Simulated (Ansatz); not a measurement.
**Geometry relaxation of C$_{3}$H$_{9}$InSi (part 2 of 2)**

The same run, continued: C$_{3}$H$_{9}$InSi, SMILES C[SiH2]C=[CH][InH2]; RKS PBE0-D4/def2-SVP (Ansatz 0.2.0). It belongs to a series of runs on one base structure; here: end point B relaxed.

Geometry of the input (Å):
```
C  -2.0184  1.1443  0.7786
Si -0.3867  0.7469  0.0911
C  -0.1824  -1.0746  0.1442
C  1.0607  -1.6032  -0.2792
In 2.8792  -0.9119  -1.1597
H  -2.8504  0.7107  0.1551
H  -2.1181  0.8473  1.8225
H  -2.1666  2.3062  0.7194
H  -0.2758  1.2235  -1.2596
H  0.6572  1.4070  0.9243
H  -0.9502  -1.7071  0.5717
H  1.1547  -2.6800  -0.2248
H  3.3596  -1.5391  -0.5612
H  2.8587  -1.7139  -1.7673
```

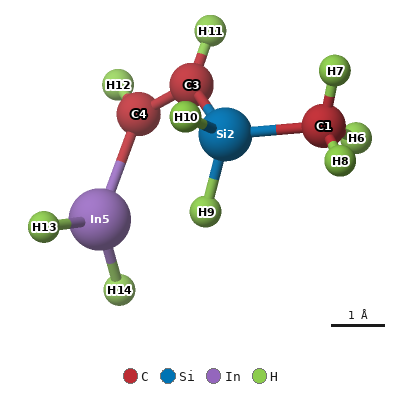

**Figure 1.** The geometry at step 18 of the log (ball-and-stick view, seen at a tilt; atoms are numbered from 1 in the order of the input).

### Trajectory as extended XYZ, continued
```
14
Properties=species:S:1:pos:R:3:forces:R:3 step=8 energy=-16295.50711
C    -2.0753    1.2786    0.7750    0.0308  -0.1183   0.0087
Si   -0.3963    0.7226    0.1264    0.0340  -0.0187   0.0163
C    -0.1965   -1.1450    0.2152   -0.1351   0.1198  -0.1036
C     0.8790   -1.8346   -0.1977   -0.0558  -0.2648   0.0885
In    2.7890   -1.2986   -1.0631   -0.1629  -0.1969   0.1250
H    -2.8824    0.8052    0.1943   -0.0035  -0.0054  -0.0181
H    -2.1973    0.9711    1.8254    0.0058   0.0015   0.0150
H    -2.2193    2.3680    0.7238    0.0874   0.0064  -0.0341
H    -0.2132    1.1654   -1.2946   -0.0069   0.0257  -0.0444
H     0.7130    1.3666    0.9031    0.0122   0.0445   0.0313
H    -1.0548   -1.7208    0.5969   -0.0080   0.0166   0.0725
H     0.8066   -2.9368   -0.0880    0.0359   0.1434  -0.0392
H     4.1250   -1.1007    0.0066    0.1082   0.1351   0.0127
H     2.9440   -1.4847   -2.7681    0.0580   0.1110  -0.1305
14
Properties=species:S:1:pos:R:3:forces:R:3 step=9 energy=-16295.55153
C    -2.0232    1.2764    0.7543    0.0512  -0.0094  -0.0117
Si   -0.3586    0.6731    0.1114   -0.0741  -0.0891   0.0462
C    -0.2292   -1.2008    0.2231   -0.0093   0.1214  -0.0554
C     0.8353   -1.9208   -0.1715   -0.0291  -0.1699   0.0367
In    2.7221   -1.2775   -1.0345   -0.1966  -0.0386   0.1029
H    -2.8458    0.8245    0.1775    0.0218   0.0087  -0.0200
H    -2.1579    0.9879    1.8089    0.0297   0.0058  -0.0067
H    -2.1207    2.3712    0.6865    0.0285  -0.0306  -0.0115
H    -0.1554    1.0994   -1.3136   -0.0157   0.0040  -0.0279
H     0.7690    1.2982    0.8798    0.0052   0.0094   0.0324
H    -1.1012   -1.7434    0.6253    0.0151   0.0281   0.0169
H     0.7502   -3.0170   -0.0514    0.0522   0.0802  -0.0294
H     4.0458   -0.9172    0.0076    0.0942   0.0543   0.0579
H     2.8912   -1.2978   -2.7483    0.0268   0.0256  -0.1302
14
Properties=species:S:1:pos:R:3:forces:R:3 step=10 energy=-16295.56537
C    -1.9697    1.2870    0.7310    0.0323   0.0089  -0.0227
Si   -0.3322    0.6110    0.1027   -0.0810  -0.0160   0.0346
C    -0.2559   -1.2622    0.2331    0.0220   0.0161  -0.0125
C     0.8004   -2.0008   -0.1531    0.0135   0.1063   0.0030
In    2.6433   -1.2221   -1.0094   -0.0032   0.0032  -0.0034
H    -2.8064    0.8629    0.1533    0.0130   0.0204   0.0042
H    -2.1154    1.0173    1.7888    0.0038   0.0110  -0.0050
H    -2.0138    2.3849    0.6468    0.0062  -0.0605   0.0008
H    -0.1165    1.0176   -1.3286    0.0208  -0.0155   0.0017
H     0.8100    1.2108    0.8739    0.0101  -0.0166  -0.0114
H    -1.1353   -1.7787    0.6524    0.0071  -0.0026   0.0001
H     0.7300   -3.0921   -0.0253    0.0206  -0.0235  -0.0183
H     3.9567   -0.7473    0.0257   -0.0474  -0.0183  -0.0155
H     2.8262   -1.1321   -2.7359   -0.0179  -0.0128   0.0442
14
Properties=species:S:1:pos:R:3:forces:R:3 step=11 energy=-16295.56712
C    -1.9675    1.2903    0.7285    0.0234   0.0062  -0.0153
Si   -0.3351    0.6025    0.1067   -0.0026  -0.0249   0.0132
C    -0.2589   -1.2685    0.2376   -0.0017  -0.0126   0.0369
C     0.8039   -1.9969   -0.1484   -0.0102   0.0463  -0.0622
In    2.6362   -1.2098   -1.0102    0.0159   0.0210  -0.0018
H    -2.8066    0.8742    0.1492    0.0070   0.0094   0.0029
H    -2.1181    1.0263    1.7871    0.0027   0.0057  -0.0067
H    -1.9992    2.3870    0.6403   -0.0035  -0.0156   0.0027
H    -0.1047    0.9996   -1.3253   -0.0046  -0.0030  -0.0004
H     0.8149    1.1939    0.8732   -0.0052  -0.0008   0.0052
H    -1.1344   -1.7908    0.6579    0.0050  -0.0041  -0.0180
H     0.7419   -3.0911   -0.0390    0.0063  -0.0092   0.0262
H     3.9400   -0.7337    0.0351   -0.0285  -0.0103  -0.0307
H     2.8090   -1.1269   -2.7376   -0.0041  -0.0081   0.0480
14
Properties=species:S:1:pos:R:3:forces:R:3 step=12 energy=-16295.56768
C    -1.9609    1.2969    0.7245   -0.0018   0.0028   0.0040
Si   -0.3376    0.5863    0.1134    0.0466  -0.0083  -0.0328
C    -0.2663   -1.2822    0.2430   -0.0547  -0.0427   0.0018
C     0.7971   -1.9975   -0.1627    0.0505  -0.0158   0.0728
In    2.6246   -1.1904   -1.0065    0.0082   0.0239  -0.0364
H    -2.8041    0.8932    0.1430    0.0004  -0.0026   0.0018
H    -2.1196    1.0417    1.7838   -0.0029   0.0018  -0.0055
H    -1.9740    2.3925    0.6305   -0.0063   0.0214   0.0038
H    -0.0950    0.9733   -1.3200   -0.0101   0.0068   0.0024
H     0.8190    1.1690    0.8772   -0.0137   0.0034   0.0152
H    -1.1360   -1.8127    0.6650    0.0172   0.0010  -0.0010
H     0.7608   -3.0925   -0.0424   -0.0398   0.0089  -0.0192
H     3.9221   -0.7061    0.0375   -0.0108  -0.0036  -0.0095
H     2.7914   -1.1154   -2.7313    0.0169   0.0029   0.0027
14
Properties=species:S:1:pos:R:3:forces:R:3 step=13 energy=-16295.56874
C    -1.9569    1.2991    0.7168   -0.0041   0.0096   0.0003
Si   -0.3305    0.5780    0.1245    0.0127   0.0009  -0.0159
C    -0.2688   -1.2909    0.2514   -0.0245  -0.0276  -0.0059
C     0.7960   -2.0025   -0.1578    0.0399  -0.0077   0.0477
In    2.6129   -1.1808   -1.0145    0.0013   0.0129  -0.0245
H    -2.7970    0.8998    0.1276    0.0064  -0.0004   0.0010
H    -2.1296    1.0479    1.7751    0.0039  -0.0008  -0.0083
H    -1.9620    2.3950    0.6208   -0.0061   0.0112   0.0023
H    -0.0700    0.9635   -1.3064   -0.0024   0.0050   0.0017
H     0.8189    1.1570    0.9017   -0.0135  -0.0011   0.0137
H    -1.1375   -1.8226    0.6728    0.0125  -0.0007   0.0088
H     0.7617   -3.0978   -0.0420   -0.0307  -0.0010  -0.0174
H     3.9075   -0.6798    0.0249   -0.0059  -0.0004  -0.0076
H     2.7770   -1.1096   -2.7396    0.0106   0.0000   0.0041
14
Properties=species:S:1:pos:R:3:forces:R:3 step=14 energy=-16295.57504
C    -1.9424    1.3148    0.6662   -0.0086  -0.0277   0.0224
Si   -0.2909    0.5336    0.2019   -0.1459   0.1067   0.0967
C    -0.2767   -1.3384    0.3070    0.1796   0.0709  -0.0581
C     0.7907   -2.0276   -0.1376   -0.0412   0.0345  -0.0875
In    2.5494   -1.1311   -1.0706   -0.0664  -0.0301   0.0588
H    -2.7562    0.9393    0.0218    0.0896   0.0221   0.0378
H    -2.2052    1.0824    1.7151    0.0721   0.0204  -0.1503
H    -1.9033    2.4120    0.5619    0.0030  -0.0733   0.0095
H     0.0947    0.9156   -1.2098    0.0237  -0.0386   0.0844
H     0.8032    1.0887    1.0772   -0.0780  -0.0303  -0.0446
H    -1.1304   -1.8785    0.7423   -0.0258  -0.0132   0.0295
H     0.7649   -3.1252   -0.0547    0.0311  -0.0253   0.0151
H     3.8316   -0.5275   -0.0680   -0.0190   0.0006  -0.0142
H     2.6920   -1.1019   -2.7976   -0.0143  -0.0165   0.0006
14
Properties=species:S:1:pos:R:3:forces:R:3 step=15 energy=-16295.58685
C    -1.9313    1.3273    0.6190   -0.0293  -0.1023   0.0812
Si   -0.2595    0.4997    0.2824   -0.1753   0.2127   0.1159
C    -0.2778   -1.3738    0.3586    0.3210   0.0942  -0.1524
C     0.7840   -2.0425   -0.1347   -0.1123   0.0343  -0.0840
In    2.4890   -1.0882   -1.1279   -0.1163  -0.0254   0.1204
H    -2.7135    0.9708   -0.0798    0.1988   0.0394   0.1225
H    -2.2757    1.1086    1.6552    0.1690   0.0669  -0.3650
H    -1.8547    2.4242    0.5098    0.0005  -0.1390   0.0379
H     0.2531    0.8722   -1.1058   -0.0088  -0.0835   0.2232
H     0.7779    1.0386    1.2447   -0.1930  -0.0654  -0.1306
H    -1.1151   -1.9244    0.8101   -0.0214  -0.0087   0.0557
H     0.7763   -3.1424   -0.0687    0.0347   0.0042   0.0111
H     3.7548   -0.4027   -0.1522   -0.0441  -0.0082  -0.0379
H     2.6140   -1.1112   -2.8555   -0.0235  -0.0194   0.0020
14
Properties=species:S:1:pos:R:3:forces:R:3 step=16 energy=-16295.61508
C    -1.9128    1.3327    0.5710   -0.0644  -0.1587   0.0921
Si   -0.2320    0.4737    0.3589   -0.0913   0.2674   0.0844
C    -0.2719   -1.3985    0.4034    0.3574   0.0289  -0.1867
C     0.7705   -2.0568   -0.1472   -0.1644   0.0338   0.0098
In    2.4201   -1.0445   -1.1759   -0.1129  -0.0075   0.1035
H    -2.6564    0.9863   -0.1777    0.2570   0.0549   0.2075
H    -2.3255    1.1219    1.5889    0.2353   0.0995  -0.4892
H    -1.8085    2.4283    0.4625   -0.0103  -0.1656   0.0589
H     0.4071    0.8290   -0.9955   -0.0800  -0.0989   0.3116
H     0.7396    1.0078    1.3963   -0.2542  -0.0928  -0.1930
H    -1.0887   -1.9544    0.8871    0.0063   0.0081   0.0417
H     0.7797   -3.1584   -0.0906    0.0059   0.0525   0.0026
H     3.6703   -0.2972   -0.2225   -0.0610  -0.0192  -0.0507
H     2.5301   -1.1137   -2.9036   -0.0234  -0.0025   0.0075
14
Properties=species:S:1:pos:R:3:forces:R:3 step=17 energy=-16295.66288
C    -1.8809    1.3295    0.5141   -0.0413  -0.1975   0.0549
Si   -0.2009    0.4548    0.4362   -0.0351   0.2520   0.0439
C    -0.2509   -1.4138    0.4537    0.2748  -0.1113  -0.2186
C     0.7550   -2.0757   -0.1617   -0.2420   0.0687   0.1813
In    2.3358   -1.0056   -1.2161   -0.0187   0.0250   0.0159
H    -2.5749    0.9782   -0.2771    0.2173   0.0639   0.2090
H    -2.3513    1.1244    1.5045    0.1887   0.0847  -0.3982
H    -1.7640    2.4227    0.4118   -0.0051  -0.1243   0.0366
H     0.5498    0.7883   -0.8693   -0.1066  -0.0599   0.2561
H     0.6845    0.9970    1.5388   -0.1985  -0.0891  -0.1770
H    -1.0537   -1.9676    0.9660    0.0551   0.0194   0.0428
H     0.7676   -3.1777   -0.1126   -0.0328   0.0722  -0.0199
H     3.5772   -0.2196   -0.2893   -0.0206  -0.0142  -0.0168
H     2.4283   -1.0787   -2.9438   -0.0352   0.0104  -0.0099
14
Properties=species:S:1:pos:R:3:forces:R:3 step=18 energy=-16295.69674
C    -1.8504    1.3161    0.4449    0.0851  -0.2024   0.0295
Si   -0.1728    0.4445    0.5090   -0.0876   0.1813  -0.0181
C    -0.2272   -1.4209    0.4948    0.2717  -0.1759   0.1891
C     0.7558   -2.0850   -0.1524   -0.3539   0.0592  -0.0972
In    2.2762   -0.9710   -1.2507   -0.0255   0.0013  -0.0367
H    -2.4808    0.9573   -0.3896    0.1393   0.0440   0.1297
H    -2.3846    1.1156    1.3947    0.0725   0.0352  -0.1868
H    -1.7273    2.4063    0.3537    0.0002  -0.0178  -0.0053
H     0.6689    0.7810   -0.7343   -0.0936  -0.0280   0.1489
H     0.6167    0.9894    1.6712   -0.1169  -0.0476  -0.1027
H    -0.9817   -1.9724    1.0860    0.0289   0.0640  -0.1841
H     0.7340   -3.1878   -0.1542    0.0657   0.0773   0.1237
H     3.5400   -0.2152   -0.3301    0.0084  -0.0266  -0.0594
H     2.2546   -1.0018   -2.9878    0.0056   0.0360   0.0695
14
Properties=species:S:1:pos:R:3:forces:R:3 step=19 energy=-16295.70813
C    -1.8193    1.2945    0.3805    0.1304  -0.2557   0.0292
Si   -0.1480    0.4412    0.6008   -0.1804   0.1480  -0.0240
C    -0.1775   -1.4222    0.5952   -0.0782  -0.3867  -0.5322
C     0.7085   -2.0910   -0.1871   -0.0650   0.1962   0.7653
In    2.2050   -0.9489   -1.2922    0.0395  -0.0190  -0.1142
H    -2.3657    0.9205   -0.5030    0.0991   0.0452   0.1043
H    -2.4324    1.0999    1.2770   -0.0112  -0.0037  -0.0620
H    -1.6971    2.3824    0.2948    0.0168   0.0783  -0.0399
H     0.7609    0.7821   -0.5839   -0.0176  -0.0073   0.0476
H     0.5352    1.0123    1.8099   -0.0460  -0.0277  -0.0588
H    -0.9578   -1.9787    1.1538    0.3132   0.1186   0.0464
H     0.7257   -3.1940   -0.1163   -0.1254   0.1531  -0.2273
H     3.5654   -0.2711   -0.4450   -0.0426  -0.0647  -0.0164
H     2.1186   -0.8708   -3.0291   -0.0326   0.0253   0.0820
14
Properties=species:S:1:pos:R:3:forces:R:3 step=20 energy=-16295.74178
C    -1.8137    1.2819    0.3344    0.0935  -0.2812   0.0382
Si   -0.1489    0.4446    0.6533   -0.1296   0.1619  -0.0379
C    -0.1658   -1.4178    0.6342    0.1788  -0.3043  -0.2369
C     0.7486   -2.0795   -0.1177   -0.4359   0.1287   0.1548
In    2.1764   -0.9466   -1.3248    0.1195   0.0201   0.0131
H    -2.2963    0.9025   -0.5857    0.1072   0.0677   0.1661
H    -2.4852    1.0821    1.1898    0.0499   0.0065  -0.1244
H    -1.6941    2.3708    0.2548    0.0095   0.0698  -0.0347
H     0.8207    0.7909   -0.4839   -0.0383  -0.0009   0.0665
H     0.4624    1.0229    1.8994   -0.0578  -0.0382  -0.0916
H    -0.9220   -1.9794    1.2154    0.1813   0.0757  -0.0352
H     0.7121   -3.1842   -0.1185    0.0591   0.1650   0.0005
H     3.6419   -0.4028   -0.5494   -0.0677  -0.0351  -0.0425
H     1.9856   -0.7291   -3.0462   -0.0693  -0.0358   0.1640
14
Properties=species:S:1:pos:R:3:forces:R:3 step=21 energy=-16295.75402
C    -1.8027    1.2755    0.3059   -0.0069  -0.1671   0.0062
Si   -0.1505    0.4468    0.6644   -0.0726   0.0849  -0.0226
C    -0.1635   -1.4150    0.6282    0.1895  -0.1897   0.0213
C     0.7456   -2.0665   -0.1317   -0.2015   0.0085   0.1759
In    2.1962   -0.9390   -1.3087   -0.0781   0.0624  -0.1081
H    -2.2431    0.9073   -0.6388    0.0777   0.0606   0.1520
H    -2.5102    1.0592    1.1284    0.0837   0.0146  -0.1294
H    -1.6858    2.3671    0.2438   -0.0090   0.0355  -0.0217
H     0.8499    0.8101   -0.4376   -0.0192  -0.0129   0.0474
H     0.4227    1.0156    1.9303   -0.0374  -0.0344  -0.0507
H    -0.8733   -1.9838    1.2570    0.0420   0.0680  -0.1358
H     0.7300   -3.1704   -0.1225    0.0299   0.1114   0.0131
H     3.7020   -0.4637   -0.5688   -0.1139  -0.0479  -0.1056
H     1.8043   -0.6870   -2.9947    0.1156   0.0059   0.1580
14
Properties=species:S:1:pos:R:3:forces:R:3 step=22 energy=-16295.76984
C    -1.7839    1.2674    0.2798   -0.0190   0.0485  -0.0434
Si   -0.1525    0.4427    0.6944    0.0139   0.0240   0.0305
C    -0.1516   -1.4187    0.6625    0.0011  -0.0068  -0.0082
C     0.7476   -2.0642   -0.1053    0.0012   0.0575  -0.0165
In    2.1493   -0.9245   -1.3286   -0.0155  -0.0428   0.0490
H    -2.1835    0.9127   -0.6819    0.0107  -0.0392   0.0005
H    -2.5250    1.0450    1.0635   -0.0139  -0.0254   0.0043
H    -1.6793    2.3621    0.2240    0.0375  -0.0079   0.0188
H     0.8832    0.8091   -0.3700    0.0005   0.0002   0.0050
H     0.3751    1.0052    1.9795   -0.0118  -0.0031  -0.0196
H    -0.8653   -1.9885    1.2778    0.0011  -0.0052   0.0257
H     0.7496   -3.1638   -0.0901   -0.0058  -0.0304  -0.0118
H     3.6956   -0.5144   -0.6644    0.0174   0.0117   0.0007
H     1.7621   -0.6139   -2.9860   -0.0173   0.0189  -0.0350
14
Properties=species:S:1:pos:R:3:forces:R:3 step=23 energy=-16295.77190
C    -1.7712    1.2571    0.2577   -0.0072  -0.0261   0.0258
Si   -0.1483    0.4416    0.7188    0.0011  -0.0528   0.0098
C    -0.1423   -1.4207    0.6916    0.0303   0.0203  -0.0056
C     0.7325   -2.0590   -0.1100   -0.0165  -0.0417   0.0247
In    2.1308   -0.9214   -1.3324   -0.0214   0.0433  -0.0077
H    -2.1419    0.8855   -0.7092    0.0408   0.0521  -0.0346
H    -2.5420    1.0394    1.0142    0.0348   0.0102   0.0323
H    -1.6424    2.3493    0.2073   -0.0614  -0.0057  -0.0483
H     0.8986    0.8052   -0.3350    0.0029   0.0098   0.0125
H     0.3547    1.0179    2.0049   -0.0010   0.0126   0.0174
H    -0.8367   -1.9938    1.3267   -0.0034   0.0010  -0.0214
H     0.7260   -3.1596   -0.1145    0.0027  -0.0046   0.0133
H     3.6894   -0.5188   -0.6879   -0.0045  -0.0165  -0.0048
H     1.7143   -0.5664   -2.9771    0.0027  -0.0017  -0.0132
14
Properties=species:S:1:pos:R:3:forces:R:3 step=24 energy=-16295.77523
C    -1.7591    1.2500    0.2381   -0.0481  -0.0132   0.0079
Si   -0.1444    0.4423    0.7426    0.0038  -0.0164   0.0099
C    -0.1335   -1.4195    0.7107    0.0028   0.0377  -0.0162
C     0.7327   -2.0563   -0.1004    0.0117  -0.0001  -0.0064
In    2.1079   -0.9114   -1.3441    0.0276   0.0168  -0.0025
H    -2.0961    0.8831   -0.7443    0.0406   0.0332   0.0163
H    -2.5508    1.0226    0.9717    0.0563   0.0094  -0.0104
H    -1.6443    2.3443    0.1921   -0.0321  -0.0143  -0.0240
H     0.9277    0.8136   -0.2842   -0.0047  -0.0011   0.0109
H     0.3239    1.0187    2.0433   -0.0095  -0.0002  -0.0077
H    -0.8260   -1.9940    1.3449   -0.0081  -0.0142   0.0198
H     0.7287   -3.1561   -0.1048   -0.0067  -0.0295  -0.0015
H     3.6940   -0.5532   -0.7337   -0.0332  -0.0062  -0.0170
H     1.6607   -0.5279   -2.9768   -0.0005  -0.0019   0.0210
14
Properties=species:S:1:pos:R:3:forces:R:3 step=25 energy=-16295.77686
C    -1.7413    1.2416    0.2131   -0.0739  -0.0026  -0.0185
Si   -0.1390    0.4415    0.7679    0.0168   0.0220   0.0126
C    -0.1244   -1.4200    0.7336    0.0012   0.0408  -0.0058
C     0.7296   -2.0561   -0.0904    0.0169   0.0308  -0.0427
In    2.0826   -0.9036   -1.3525    0.0394   0.0114   0.0113
H    -2.0375    0.8790   -0.7849    0.0291   0.0147   0.0577
H    -2.5558    1.0027    0.9187    0.0632   0.0062  -0.0402
H    -1.6419    2.3379    0.1722   -0.0011  -0.0240   0.0007
H     0.9608    0.8177   -0.2285   -0.0148  -0.0082   0.0137
H     0.2887    1.0190    2.0831   -0.0109  -0.0095  -0.0257
H    -0.8084   -1.9952    1.3753   -0.0253  -0.0248   0.0305
H     0.7213   -3.1552   -0.1014   -0.0003  -0.0451   0.0042
H     3.6918   -0.5753   -0.7887   -0.0305  -0.0066  -0.0083
H     1.5951   -0.4780   -2.9624   -0.0099  -0.0051   0.0104
14
Properties=species:S:1:pos:R:3:forces:R:3 step=26 energy=-16295.77743
C    -1.7316    1.2368    0.2011   -0.0415  -0.0063  -0.0148
Si   -0.1348    0.4429    0.7808   -0.0009   0.0133   0.0009
C    -0.1196   -1.4185    0.7441   -0.0104   0.0068  -0.0138
C     0.7248   -2.0532   -0.0916    0.0221   0.0162   0.0107
In    2.0714   -0.8963   -1.3561    0.0173  -0.0014  -0.0031
H    -2.0057    0.8739   -0.8026    0.0166   0.0106   0.0464
H    -2.5555    0.9897    0.8916    0.0408   0.0042  -0.0289
H    -1.6388    2.3333    0.1642   -0.0007  -0.0108   0.0010
H     0.9762    0.8202   -0.2020   -0.0087  -0.0039   0.0093
H     0.2727    1.0217    2.1013   -0.0045  -0.0086  -0.0206
H    -0.8003   -1.9953    1.3894   -0.0020  -0.0087   0.0179
H     0.7183   -3.1533   -0.1027   -0.0136  -0.0140  -0.0086
H     3.6871   -0.5851   -0.8068   -0.0170   0.0007  -0.0086
H     1.5574   -0.4606   -2.9554    0.0025   0.0018   0.0123
14
Properties=species:S:1:pos:R:3:forces:R:3 step=27 energy=-16295.77768
C    -1.7262    1.2340    0.1940    0.0032  -0.0025  -0.0064
Si   -0.1325    0.4432    0.7856    0.0002   0.0097   0.0019
C    -0.1183   -1.4181    0.7499    0.0029  -0.0149   0.0064
C     0.7242   -2.0535   -0.0878   -0.0145  -0.0051  -0.0049
In    2.0667   -0.8951   -1.3555   -0.0049   0.0039  -0.0036
H    -1.9886    0.8707   -0.8113   -0.0003  -0.0009   0.0098
H    -2.5527    0.9815    0.8771   -0.0002  -0.0028  -0.0036
H    -1.6382    2.3306    0.1592    0.0032   0.0013   0.0022
H     0.9840    0.8199   -0.1901   -0.0027  -0.0022   0.0031
H     0.2664    1.0234    2.1071   -0.0009  -0.0029  -0.0064
H    -0.7969   -1.9951    1.3987    0.0033   0.0054  -0.0096
H     0.7097   -3.1542   -0.1059    0.0052   0.0138   0.0077
H     3.6852   -0.5856   -0.8200    0.0043  -0.0010   0.0011
H     1.5387   -0.4455   -2.9458    0.0013  -0.0019   0.0022
```

### Summary

- outcome: converged
- total energy: −16295.7777 eV
- mean-field energy: −16295.4836 eV
- largest force (length of the vector) at the end: 0.017 eV/Å
- wall time: 2.5 min (CPU time 4.7 min)
- peak memory: 0.39 GiB
